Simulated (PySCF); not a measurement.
# BiF3: other functionals and bases at one geometry

Aim: see how levels, charges and forces of BiF3 depend on the level of theory. It is a constructed species; whether it can be made isn't addressed.

Method: several levels, as the steps say, no spin–orbit coupling; program: PySCF 2.14.0.

4 further runs of the same task are left out: 2 for a known fault of the program, 1 that didn't finish, 1 set aside as unsound or not needed.

## (1) The system as given

4 atoms, charge 0, spin multiplicity 1.

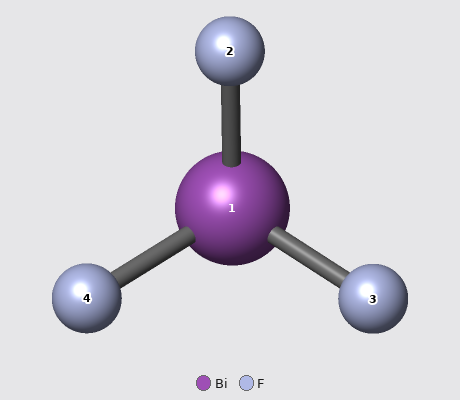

The structure; bismuth purple, fluorine light blue; atoms are numbered from 1 in the order of the file.

Geometry (Å):

| atom | x (Å) | y (Å) | z (Å) |
| --- | --- | --- | --- |
| Bi1 | 0.0000 | 0.0000 | 0.6008 |
| F2 | 1.7414 | 0.0000 | -0.4275 |
| F3 | -0.8707 | 1.5081 | -0.4275 |
| F4 | -0.8707 | -1.5081 | -0.4275 |

Formal oxidation states: Bi +3. An earlier session relaxed this geometry at r2SCAN, Bi def2-SVP with ECP60, F def2-SVP (singlet, point group C3v).

At r2SCAN on the finer grid: E = -513.962071 Eh, HOMO -8.54 eV, LUMO -2.07 eV, Mulliken charge on Bi1 +1.34 e, largest force component 0.178 eV/Å. 

Levels to run: PBE0; revPBE; BP86; BLYP; r2SCAN, TZVP; r2SCAN, x2c-SVP. Hardware: 2 threads of Arm Neoverse V1, shared host.

## (2) PBE0

Contents of run.py (the lines that set the calculation):

```python
mol = gto.M(atom='''
Bi     0.00000     0.00000     0.60077
F      1.74140     0.00000    -0.42753
F     -0.87070     1.50810    -0.42753
F     -0.87070    -1.50810    -0.42753''',
    basis={'Bi': 'def2-SVP', 'F': 'def2-SVP'},
    ecp={'Bi': 'def2-SVP'},
    charge=0, spin=0)
mf = dft.RKS(mol, xc='PBE0')
mf.grids.atom_grid = (75, 302)
mf = mf.density_fit()  # fitting sets: Bi def2-universal-JKFIT, F def2-universal-JKFIT
mf.conv_tol = 1e-08; mf.max_cycle = 55
mf.kernel(dm0)  # dm0: the density of the relaxed state
```

Run with:

```sh
OMP_NUM_THREADS=2 python run.py
```

Output:

```text
init E= -513.695405508058
  HOMO = -0.356488962101043  LUMO = -0.0560783673096131  gap/eV = 8.17459
cycle= 1 E= -513.696438861963  delta_E= -0.00103  |g|= 0.0177  |ddm|= 0.106
  HOMO = -0.35616029808806  LUMO = -0.059005303131495  gap/eV = 8.08600
cycle= 2 E= -513.69635219242  delta_E= 8.67e-05  |g|= 0.0296  |ddm|= 0.0479
  HOMO = -0.357513917255346  LUMO = -0.0584623290612132  gap/eV = 8.13761
cycle= 3 E= -513.69652205095  delta_E= -0.00017  |g|= 0.0021  |ddm|= 0.0231
  HOMO = -0.357117108204058  LUMO = -0.0579829635384343  gap/eV = 8.13985
cycle= 4 E= -513.696522948923  delta_E= -8.98e-07  |g|= 0.000401  |ddm|= 0.00337
  HOMO = -0.357136957238001  LUMO = -0.0580117834794582  gap/eV = 8.13961
cycle= 5 E= -513.696522993646  delta_E= -4.47e-08  |g|= 8.4e-05  |ddm|= 0.000652
  HOMO = -0.357129802880682  LUMO = -0.0580105368532107  gap/eV = 8.13945
cycle= 6 E= -513.696522995647  delta_E= -2e-09  |g|= 1.15e-05  |ddm|= 0.000154
  HOMO = -0.357131001301163  LUMO = -0.0580111057084437  gap/eV = 8.13947
Extra cycle  E= -513.69652299568  delta_E= -3.27e-11  |g|= 7.7e-06  |ddm|= 2.62e-05
converged SCF energy = -513.69652299568
```

Wall time 1.4 s (2 threads of Arm Neoverse V1, shared host).

Result: E = -513.696523 Eh, HOMO -9.72 eV, LUMO -1.58 eV, Mulliken charge on Bi1 +1.38 e, largest force component 0.122 eV/Å. 

## (3) revPBE

Edit run.py (the lines that set the calculation) of step 2 so:

```diff
@@ -8,3 +8,3 @@
     charge=0, spin=0)
-mf = dft.RKS(mol, xc='PBE0')
+mf = dft.RKS(mol, xc='PBE_R,PBE')
 mf.grids.atom_grid = (75, 302)
```

Run with:

```sh
OMP_NUM_THREADS=2 python run.py
```

Output:

```text
init E= -513.963209319262
  HOMO = -0.288019236178189  LUMO = -0.0792110481304367  gap/eV = 5.68196
cycle= 1 E= -513.962676679111  delta_E= 0.000533  |g|= 0.103  |ddm|= 0.216
  HOMO = -0.304678015542749  LUMO = -0.0755708389915028  gap/eV = 6.23432
cycle= 2 E= -513.951716259787  delta_E= 0.011  |g|= 0.261  |ddm|= 0.289
  HOMO = -0.292138464723906  LUMO = -0.0766425698884502  gap/eV = 5.86394
cycle= 3 E= -513.964883920975  delta_E= -0.0132  |g|= 0.00836  |ddm|= 0.192
  HOMO = -0.292638207659911  LUMO = -0.0775447059218834  gap/eV = 5.85299
cycle= 4 E= -513.964901329097  delta_E= -1.74e-05  |g|= 0.00116  |ddm|= 0.0137
  HOMO = -0.292524731888804  LUMO = -0.077513833121208  gap/eV = 5.85074
cycle= 5 E= -513.964901607274  delta_E= -2.78e-07  |g|= 0.000149  |ddm|= 0.00146
  HOMO = -0.292527465666999  LUMO = -0.0775073566149656  gap/eV = 5.85100
cycle= 6 E= -513.964901611569  delta_E= -4.3e-09  |g|= 7.39e-05  |ddm|= 0.00019
  HOMO = -0.292528280402832  LUMO = -0.0775075362071942  gap/eV = 5.85101
Extra cycle  E= -513.964901603494  delta_E= 8.07e-09  |g|= 0.000217  |ddm|= 0.000221
converged SCF energy = -513.964901603494
```

Wall time 1.6 s (2 threads of Arm Neoverse V1, shared host).

It gives: E = -513.964902 Eh, HOMO -7.96 eV, LUMO -2.11 eV, Mulliken charge on Bi1 +1.22 e, largest force component 1.036 eV/Å. 

## (4) BP86

Edit run.py (the lines that set the calculation) of step 3 so:

```diff
@@ -8,3 +8,3 @@
     charge=0, spin=0)
-mf = dft.RKS(mol, xc='PBE_R,PBE')
+mf = dft.RKS(mol, xc='B88,P86')
 mf.grids.atom_grid = (75, 302)
```

Run with:

```sh
OMP_NUM_THREADS=2 python run.py
```

Output:

```text
init E= -514.139233804166
  HOMO = -0.295414376989432  LUMO = -0.086836383937798  gap/eV = 5.67570
cycle= 1 E= -514.138505225162  delta_E= 0.000729  |g|= 0.117  |ddm|= 0.23
  HOMO = -0.314171102465619  LUMO = -0.082780521070217  gap/eV = 6.29646
cycle= 2 E= -514.124134140856  delta_E= 0.0144  |g|= 0.299  |ddm|= 0.325
  HOMO = -0.300020551097434  LUMO = -0.0840433736724466  gap/eV = 5.87704
cycle= 3 E= -514.141333507991  delta_E= -0.0172  |g|= 0.00934  |ddm|= 0.218
  HOMO = -0.300552457086795  LUMO = -0.0850797422794868  gap/eV = 5.86331
cycle= 4 E= -514.141355463405  delta_E= -2.2e-05  |g|= 0.0013  |ddm|= 0.0149
  HOMO = -0.300428235655878  LUMO = -0.0850312261758814  gap/eV = 5.86125
cycle= 5 E= -514.141355791048  delta_E= -3.28e-07  |g|= 0.000186  |ddm|= 0.00186
  HOMO = -0.300435970434079  LUMO = -0.0850287279939081  gap/eV = 5.86153
cycle= 6 E= -514.1413557981  delta_E= -7.05e-09  |g|= 6.29e-05  |ddm|= 0.000223
  HOMO = -0.300438044699709  LUMO = -0.0850292214011708  gap/eV = 5.86157
Extra cycle  E= -514.141355792571  delta_E= 5.53e-09  |g|= 0.000181  |ddm|= 0.000186
converged SCF energy = -514.141355792571
```

It took 1.6 s on 2 threads of Arm Neoverse V1, shared host.

Result: E = -514.141356 Eh, HOMO -8.18 eV, LUMO -2.31 eV, Mulliken charge on Bi1 +1.20 e, largest force component 0.735 eV/Å. 

## (5) BLYP

Edit run.py (the lines that set the calculation) of step 4 so:

```diff
@@ -8,3 +8,3 @@
     charge=0, spin=0)
-mf = dft.RKS(mol, xc='B88,P86')
+mf = dft.RKS(mol, xc='BLYP')
 mf.grids.atom_grid = (75, 302)
```

Run with:

```sh
OMP_NUM_THREADS=2 python run.py
```

Output:

```text
init E= -513.940300999327
  HOMO = -0.287443289352309  LUMO = -0.0799726292803038  gap/eV = 5.64556
cycle= 1 E= -513.942398523738  delta_E= -0.0021  |g|= 0.0469  |ddm|= 0.223
  HOMO = -0.294930630501398  LUMO = -0.0764271987455273  gap/eV = 5.94578
cycle= 2 E= -513.939720296927  delta_E= 0.00268  |g|= 0.128  |ddm|= 0.156
  HOMO = -0.289414019510709  LUMO = -0.0773532142580656  gap/eV = 5.77047
cycle= 3 E= -513.942963020539  delta_E= -0.00324  |g|= 0.00942  |ddm|= 0.0927
  HOMO = -0.28994461676718  LUMO = -0.0784272877629454  gap/eV = 5.75568
cycle= 4 E= -513.942986758937  delta_E= -2.37e-05  |g|= 0.00169  |ddm|= 0.0146
  HOMO = -0.28979695856443  LUMO = -0.0783882786052189  gap/eV = 5.75272
cycle= 5 E= -513.942987347561  delta_E= -5.89e-07  |g|= 0.000101  |ddm|= 0.00182
  HOMO = -0.289791603460684  LUMO = -0.0783814920271189  gap/eV = 5.75276
cycle= 6 E= -513.942987347675  delta_E= -1.14e-10  |g|= 0.000101  |ddm|= 0.000186
  HOMO = -0.289790653135779  LUMO = -0.078381921854383  gap/eV = 5.75272
cycle= 7 E= -513.942987349557  delta_E= -1.88e-09  |g|= 2.33e-05  |ddm|= 8.76e-05
  HOMO = -0.289787501524286  LUMO = -0.0783813670985262  gap/eV = 5.75265
Extra cycle  E= -513.942987348824  delta_E= 7.33e-10  |g|= 6.63e-05  |ddm|= 7.65e-05
converged SCF energy = -513.942987348824
```

It took 1.7 s on 2 threads of Arm Neoverse V1, shared host.

Read off: E = -513.942987 Eh, HOMO -7.89 eV, LUMO -2.13 eV, Mulliken charge on Bi1 +1.20 e, largest force component 1.060 eV/Å. 

## (6) r2SCAN, TZVP

Basis: Bi def2-TZVP with ECP60, F def2-TZVP. 

Contents of run.py (the lines that set the calculation):

```python
mol = gto.M(atom='''
Bi     0.00000     0.00000     0.60077
F      1.74140     0.00000    -0.42753
F     -0.87070     1.50810    -0.42753
F     -0.87070    -1.50810    -0.42753''',
    basis={'Bi': 'def2-TZVP', 'F': 'def2-TZVP'},
    ecp={'Bi': 'def2-TZVP'},
    charge=0, spin=0)
mf = dft.RKS(mol, xc='R2SCAN')
mf.grids.atom_grid = (75, 302)
mf = mf.density_fit()  # fitting sets: Bi def2-universal-JKFIT, F def2-universal-JKFIT
mf.conv_tol = 1e-08; mf.max_cycle = 55
mf.kernel(dm0)  # dm0: free metal ions and neutral atoms
```

Run with:

```sh
OMP_NUM_THREADS=2 python run.py
```

Output:

```text
init E= -519.952332337579
  HOMO = -0.277293441201155  LUMO = -0.0734302093845131  gap/eV = 5.54740
cycle= 1 E= -514.219073620006  delta_E= 5.73  |g|=  1.2  |ddm|= 2.04
  HOMO = -0.416600228310568  LUMO = -0.105275079597528  gap/eV = 8.47159
cycle= 2 E= -513.792003123129  delta_E= 0.427  |g|= 1.97  |ddm|= 1.51
  HOMO = -0.322879328256987  LUMO = -0.0905709558702522  gap/eV = 6.32143
cycle= 3 E= -514.370608385516  delta_E= -0.579  |g|= 0.223  |ddm|= 1.19
  HOMO = -0.327735877409373  LUMO = -0.0810821655607669  gap/eV = 6.71179
cycle= 4 E= -514.378421383227  delta_E= -0.00781  |g|= 0.0638  |ddm|= 0.227
  HOMO = -0.329679049221015  LUMO = -0.0851892363244615  gap/eV = 6.65291
cycle= 5 E= -514.379128225896  delta_E= -0.000707  |g|= 0.00966  |ddm|= 0.0799
  HOMO = -0.329838305533072  LUMO = -0.0856799046847191  gap/eV = 6.64389
cycle= 6 E= -514.379140869868  delta_E= -1.26e-05  |g|= 0.00337  |ddm|= 0.0122
  HOMO = -0.329773986749359  LUMO = -0.0855114219721876  gap/eV = 6.64672
cycle= 7 E= -514.379142534191  delta_E= -1.66e-06  |g|= 0.000619  |ddm|= 0.0028
  HOMO = -0.329815598503361  LUMO = -0.0855065423972152  gap/eV = 6.64799
cycle= 8 E= -514.379142603125  delta_E= -6.89e-08  |g|= 0.000138  |ddm|= 0.000519
  HOMO = -0.329815231311965  LUMO = -0.0855068916404364  gap/eV = 6.64797
cycle= 9 E= -514.37914260581  delta_E= -2.69e-09  |g|= 6.41e-05  |ddm|= 9.64e-05
  HOMO = -0.329808751042146  LUMO = -0.0855098115745436  gap/eV = 6.64771
Extra cycle  E= -514.379142602064  delta_E= 3.75e-09  |g|= 0.000163  |ddm|= 0.000146
converged SCF energy = -514.379142602064
```

It took 8.2 s on 2 threads of Arm Neoverse V1, shared host.

Read off: E = -514.379143 Eh, HOMO -8.97 eV, LUMO -2.33 eV, Mulliken charge on Bi1 +1.42 e, largest force component 0.779 eV/Å. 

## (7) r2SCAN, x2c-SVP

Basis: Bi x2c-SVPall, F x2c-SVPall. All electrons are treated, with the spin-free X2C Hamiltonian.

Contents of run.py (the lines that set the calculation):

```python
mol = gto.M(atom='''
Bi     0.00000     0.00000     0.60077
F      1.74140     0.00000    -0.42753
F     -0.87070     1.50810    -0.42753
F     -0.87070    -1.50810    -0.42753''',
    basis={'Bi': 'x2c-SVPall', 'F': 'x2c-SVPall'},
    nucmod='G',
    charge=0, spin=0)
mf = dft.RKS(mol, xc='R2SCAN')
mf.grids.atom_grid = (99, 590)
mf = mf.density_fit()  # fitting sets: Bi AutoAux, F AutoAux
mf = mf.sfx2c1e()
mf.conv_tol = 1e-08; mf.max_cycle = 55
mf.kernel(dm0)  # dm0: free metal ions and neutral atoms
```

Run with:

```sh
OMP_NUM_THREADS=2 python run.py
```

Output:

```text
init E= -21839.5410148741
  HOMO = -0.263329761724583  LUMO = -0.0598656086461807  gap/eV = 5.53654
cycle= 1 E= -21833.5103902358  delta_E= 6.03  |g|= 0.899  |ddm|= 2.44
  HOMO = -0.394233733368165  LUMO = -0.091914930091777  gap/eV = 8.22651
cycle= 2 E= -21833.2058464634  delta_E= 0.305  |g|= 1.54  |ddm|= 1.71
  HOMO = -0.314152161997079  LUMO = -0.0819156481632865  gap/eV = 6.31948
cycle= 3 E= -21833.6317065545  delta_E= -0.426  |g|= 0.118  |ddm|= 1.23
  HOMO = -0.313680733864546  LUMO = -0.0735978699938016  gap/eV = 6.53299
cycle= 4 E= -21833.6342223506  delta_E= -0.00252  |g|= 0.0359  |ddm|= 0.175
  HOMO = -0.314306124690925  LUMO = -0.0749084874894644  gap/eV = 6.51434
cycle= 5 E= -21833.6344077139  delta_E= -0.000185  |g|= 0.00599  |ddm|= 0.0415
  HOMO = -0.314681906941078  LUMO = -0.0755116720893156  gap/eV = 6.50815
cycle= 6 E= -21833.6344138838  delta_E= -6.17e-06  |g|= 0.000908  |ddm|= 0.00771
  HOMO = -0.314693000072184  LUMO = -0.0755400262833999  gap/eV = 6.50768
cycle= 7 E= -21833.6344139966  delta_E= -1.13e-07  |g|= 0.000111  |ddm|= 0.000865
  HOMO = -0.314692873979862  LUMO = -0.0755290819246137  gap/eV = 6.50798
cycle= 8 E= -21833.6344139994  delta_E= -2.8e-09  |g|= 2.81e-05  |ddm|= 0.000142
  HOMO = -0.314690148879059  LUMO = -0.0755292781587978  gap/eV = 6.50790
Extra cycle  E= -21833.6344139987  delta_E= 7.24e-10  |g|= 6.75e-05  |ddm|= 7.65e-05
converged SCF energy = -21833.6344139987
```

Wall time 15 s (2 threads of Arm Neoverse V1, shared host).

Result: E = -21833.634414 Eh, HOMO -8.56 eV, LUMO -2.06 eV, Mulliken charge on Bi1 +1.39 e, largest force component 0.644 eV/Å. 

## (8) All levels side by side

| level | state | HOMO (eV) | gap (eV) | charge on Bi1 (e) | dipole (D) | largest force (eV/Å) | basis functions | time |
| --- | --- | --- | --- | --- | --- | --- | --- | --- |
| r2SCAN (relaxed here) | singlet | -8.54 | 6.47 | 1.34 | 4.89 | 0.18 | 68 | 6.3 s |
| PBE0 | singlet | -9.72 | 8.14 | 1.38 | 5.08 | 0.12 | 68 | 1.4 s |
| revPBE | singlet | -7.96 | 5.85 | 1.22 | 4.59 | 1.04 | 68 | 1.6 s |
| BP86 | singlet | -8.18 | 5.86 | 1.20 | 4.58 | 0.74 | 68 | 1.6 s |
| BLYP | singlet | -7.89 | 5.75 | 1.20 | 4.55 | 1.06 | 68 | 1.7 s |
| r2SCAN, TZVP | singlet | -8.97 | 6.65 | 1.42 | 5.02 | 0.78 | 143 | 8.2 s |
| r2SCAN, x2c-SVP | singlet | -8.56 | 6.51 | 1.39 | 4.86 | 0.64 | 104 | 15 s |

Times are on 2 threads of Arm Neoverse V1, shared host; the first row also made further properties.

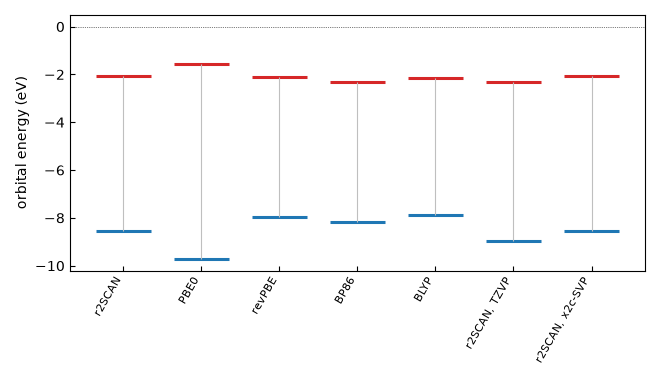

Highest filled and lowest empty level, method by method.

In one basis the HOMO–LUMO gap runs from 5.75 eV (BLYP) to 8.14 eV (PBE0). The largest leftover force, 1.06 eV/Å with BLYP, stands at a geometry relaxed at another level. The Mulliken charge on Bi spans +1.20 to +1.42 e over the levels. Total energies of different levels can't be compared. Spin–orbit coupling is left out throughout.
